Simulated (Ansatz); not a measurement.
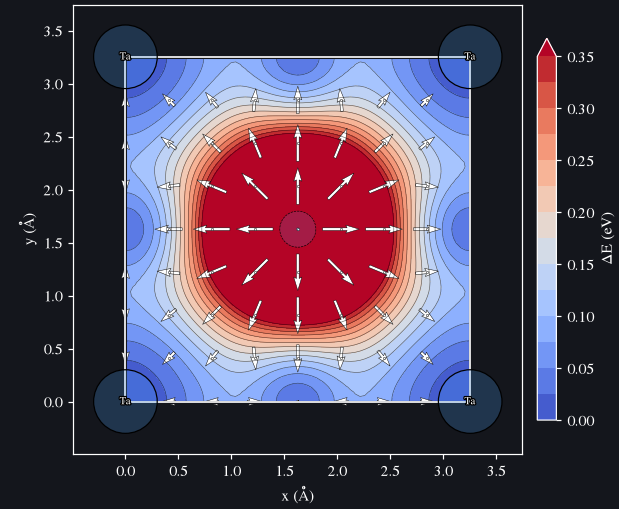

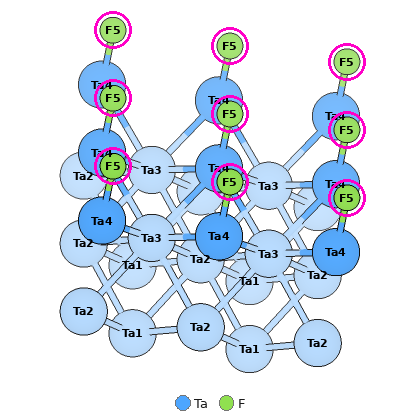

Energy landscape of F on a Ta(100) slab cut from the Im-3m phase, its upper half relaxed before the scan (4 atoms of substrate and one adsorbate in a 1 × 1 cell). F is moved over the surface cell; relaxed at each place: the height of the adsorbate's atoms; substrate rigid; the origin of the map has the adsorbate above Ta4. Places are given modulo a cell vector. The map is drawn in real space over the plane of the surface. Grid: 8 × 8 points; 15 points were computed and 49 follow by symmetry. All energies are given in eV relative to the lowest grid point. With one adsorbate in each 1 × 1 cell, its nearest image is 3.3 Å away, so neighbouring adsorbates interact. All numbers below come from DFT LDA, scalar-relativistic, plane waves, PAW (Ansatz). Settings: cutoff 420 eV, k-mesh 8×8×1, gaussian smearing 0.1 eV, no spin polarisation.

In the figure: filled contours, dots at the grid points, arrows along the force (downhill), their lengths compressed, labelled circles for the atoms of the top layer and small ones for the second layer, the outline of one cell of the plane, one colour for all values above the top of the scale. Between grid points the surface is interpolated. The second picture is the structure at the lowest point; rings mark the moved atoms.

> Where are the wells?

The lowest grid point is at the top site over a surface Ta atom, (0/8, 0/8) of the cell vectors. A higher local minimum lies near a bridge site between two Ta atoms, (0/8, 4/8) of the cell vectors (0.030 eV above the lowest at that grid point). The highest grid point, a fourfold hollow over a second-layer Ta atom, (4/8, 4/8) of the cell vectors, lies 1.11 eV above the lowest. On the interpolated surface the easiest way out of the lowest well to the well at a bridge site between two Ta atoms, (4/8, 0/8) of the cell vectors passes a barrier of about 0.099 eV. At the lowest point the adsorbate has 1 Ta at 1.85 Å as nearest neighbours, at the highest 5 Ta at 2.59 Å. Its relaxed height above the top atom is 1.85 Å at the lowest and 1.16 Å at the highest point.

Time for the 15 points that were run: 13 min on 1 thread of Arm Neoverse V1, with other jobs on the host.
